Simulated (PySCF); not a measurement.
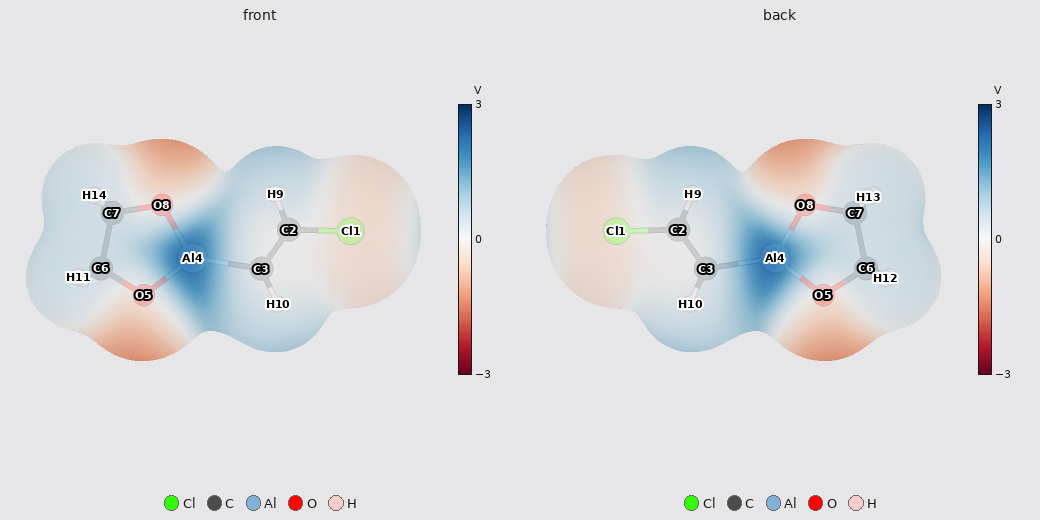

*C$_{4}$H$_{6}$AlClO$_{2}$ (SMILES Cl/C=[CH]/[Al]1[O]CC[O]1). The molecular electrostatic potential painted on the density surface at 0.001 e/bohr³, seen from the front and from behind; the colour scale runs from red (negative) to blue (positive).*

Geometry: GFN2-xTB.

Level of theory: PySCF, CAM-B3LYP/def2-SVPD, SCF density, gas phase.

| atom | x (Å) | y (Å) | z (Å) |
| --- | --- | --- | --- |
| Cl | 4.7124 | 0.7258 | -0.1627 |
| C | 2.9901 | 0.6285 | -0.0920 |
| C | 2.3237 | -0.4922 | 0.1500 |
| Al | 0.3772 | -0.3589 | 0.1870 |
| O | -0.8767 | -1.4771 | 0.4395 |
| C | -2.1282 | -0.8417 | 0.3743 |
| C | -1.9547 | 0.6917 | 0.0672 |
| O | -0.5933 | 1.0219 | -0.0369 |
| H | 2.5094 | 1.5802 | -0.2657 |
| H | 2.8610 | -1.4188 | 0.3178 |
| H | -2.6408 | -0.9711 | 1.3323 |
| H | -2.7243 | -1.3124 | -0.4133 |
| H | -2.4529 | 0.9400 | -0.8748 |
| H | -2.4035 | 1.2836 | 0.8706 |

**Which sites attract a positive test charge, and which a negative one?**

A positive charge is drawn to the negative regions and a negative charge to the positive ones. The most negative region (about −1.3 V, or −30 kcal/mol for a unit charge) lies over O5 and O8, the most positive (about +2.2 V, or +51 kcal/mol for a unit charge) over Al4. Cl1 shows a σ-hole: about +0.3 V, or +7 kcal/mol for a unit charge at the tip opposite its bond, against about −0.3 V, or −7 kcal/mol for a unit charge on its flanks.
